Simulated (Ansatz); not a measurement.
The calculation's input:

```
crystal:
  periodic: [false, false, false]
  atoms:
    - {symbol: B, position_ang: [1.581794, 1.180370, -0.588771]}
    - {symbol: F, position_ang: [0.474848, 0.994152, -1.316454]}
    - {symbol: Ge, position_ang: [1.493916, 1.109655, 1.455571]}
    - {symbol: Sn, position_ang: [-0.592272, 0.687661, 2.784941]}
    - {symbol: H, position_ang: [2.627630, 1.390489, -1.185083]}
    - {symbol: H, position_ang: [2.864318, 1.345281, 2.159601]}
basis:
  gaussian: {orbitals: def2-TZVPD}
hamiltonian: {xc: {name: PBE0}}
output: {forces: true, orbitals: {seedname: orbitals}}
```

Command:

```sh
ansatz run input.yaml --threads 1 --pin off --max-ram 2610MiB --events-out events.jsonl --progress --plain --runs-dir runs
```

Geometry: PBE-D3(BJ)/def2-SVP; core potentials replace the inner electrons of Sn.

All numbers below come from Ansatz, isolated molecule in a Gaussian basis; Kohn-Sham density functional theory, functional PBE0.

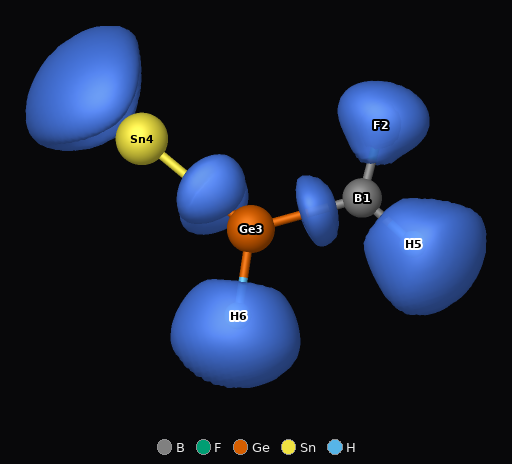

BFGeH₂Sn (SMILES F[BH][GeH]=[Sn]). Isosurface of the electron localisation function at 0.75 (blue), seen across its widest extent. Only the valence region is drawn (cores and ρ < 0.01 e/Å³ removed).

**Where are the electrons localised?**

The ELF exceeds this value in one region between bonded B–Ge atoms (shared pairs), two regions around hydrogen nuclei, one region on F in which the atom's valence shell and bonds are merged, two lobes on Ge, pointing away from the bonds (lone pairs) and one lobe on Sn, pointing away from the bonds (lone pairs).

Values along the shortest contacts:
B–F (1.34 Å): the ELF peaks at about 0.85 between the atoms, as expected for a polar covalent bond. Ge–B (2.05 Å): the ELF peaks at about 0.95 between the atoms; localised, covalent bonding.
